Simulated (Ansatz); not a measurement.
Bands of a (6,6) BN nanotube, along its axis.

The numbers are results of PBE (plane waves to 420 eV, PAW; Ansatz, a program for electronic structure), not measurements. Mesh 1×1×12. No spin polarisation. One-dimensional cell, images about 11 Å apart. An idealised model, rolled from the flat sheet. Only distortions within the start's symmetry and period were free.

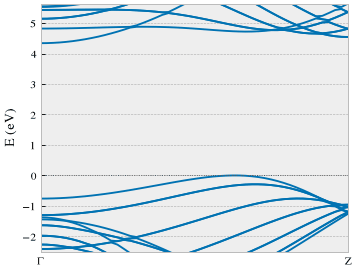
Fig. 1. Bands from the zone centre to the zone edge (period 2.51 Å); the dotted line marks the highest filled level

Problem. Is it a metal or a semiconductor at this level? Give what the bands show.

Solution. An insulator in PBE.
| Quantity | Value |
|---|---|
| PBE gap | 4.34 eV, indirect, from k = 0.312 × 2π/c to Γ |
